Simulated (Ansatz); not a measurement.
Calculation: PBE (plane waves to 420 eV, PAW; Ansatz, an electronic-structure program).

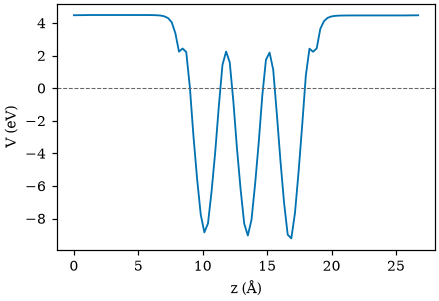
Electrostatic potential energy of an electron, averaged over planes parallel to the surface, in eV from the highest filled level, for the (111) surface of germanium, H on every top atom (bottom of the slab: one H an atom)

Model: 8-atom slab, 10.6 Å thick at the start with caps and adatoms (thin: gaps and levels are the slab's own), 9x9x1 mesh, Fermi-Dirac 0.025 eV, dipole correction, 2 atoms held, the rest relaxed; symmetry of the start imposed; no spin, no spin-orbit, no U.

The vacuum level lies 4.46 eV above the highest filled level over the top face and 4.49 eV above it under the bottom face.
